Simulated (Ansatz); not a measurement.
**C2HFO2: small, medium and large basis sets**

Aim: see how fast density functionals converge with the basis set for C2HFO2.

Computed with Ansatz 0.2.0, Gaussian basis. Level: one geometry, several basis sets.

The runs, in order: PBE0-D4/def2-SVP; ωB97M-V/def2-SVP; PBE0-D4/def2-QZVPP; ωB97M-V/def2-QZVPP; the functionals' def2-TZVPP values are taken from earlier runs.

## 1. Structure used throughout

An earlier PBE0-D4 in a triple-zeta def2 set relaxation fixed the geometry.

SMILES `O=C=C(O)F`, 6 atoms, charge 0, spin multiplicity 1.

Atoms are counted from 1 here; the program's logs count them from 0.

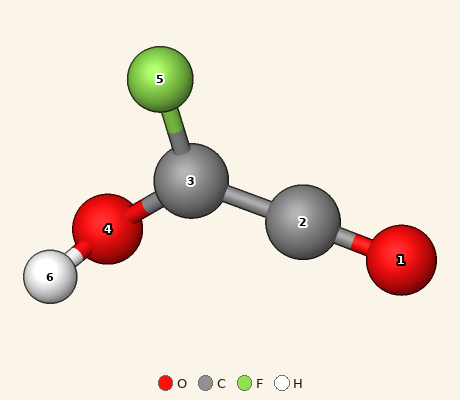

The structure; oxygen red, carbon grey, fluorine green, hydrogen white; atoms are numbered from 1 in the order of the file.

Coordinates:

```mol
C2HFO2
  3D, bonds by distance, orders not assigned

  6  5  0  0  0  0  0  0  0  0999 V2000
    0.8481   -2.0986    0.3177 O   0  0
    0.5369   -1.0000    0.0960 C   0  0
    0.1625    0.2356   -0.1528 C   0  0
   -1.1133    0.5805   -0.3917 O   0  0
    1.0938    1.1948   -0.2964 F   0  0
   -1.4858    1.0237    0.3811 H   0  0
  1  2  8  0
  2  3  8  0
  3  4  8  0
  3  5  8  0
  4  6  8  0
M  END
```

## 2. PBE0-D4 in def2-SVP

The input, in.yaml:

```yaml
crystal:
  periodic: [false, false, false]
  atoms:
    - {symbol: O, position_ang: [0.848138, -2.098594, 0.317731]}
    - {symbol: C, position_ang: [0.536858, -0.999973, 0.095970]}
    - {symbol: C, position_ang: [0.162468, 0.235642, -0.152771]}
    - {symbol: O, position_ang: [-1.113329, 0.580483, -0.391721]}
    - {symbol: F, position_ang: [1.093796, 1.194772, -0.296412]}
    - {symbol: H, position_ang: [-1.485830, 1.023668, 0.381103]}
basis:
  gaussian: {orbitals: def2-SVP}
hamiltonian: {xc: pbe0, dispersion: d4}
output: {orbitals: {seedname: orbitals}}
```

Run with:

```
ansatz run in.yaml --threads 2 --pin off --events-out ev --progress --plain --max-ram 4352MiB
```

The runs that follow: ωB97M-V in def2-SVP; PBE0-D4 in def2-QZVPP; ωB97M-V in def2-QZVPP.

**Question.** What will the summary of the whole plan be? Wanted: PBE0-D4: double and triple zeta above quadruple; ωB97M-V: double and triple zeta above quadruple.

**Answer**, as computed:

```
                                       quantity           value
PBE0-D4: double and triple zeta above quadruple  11.06, 0.47 eV
ωB97M-V: double and triple zeta above quadruple  11.28, 0.44 eV
```

PBE0-D4 gains 10.59 eV from double to triple zeta, then 0.47 eV more. These are total energies; as a rule much of such shifts cancels in differences, which this series doesn't test.
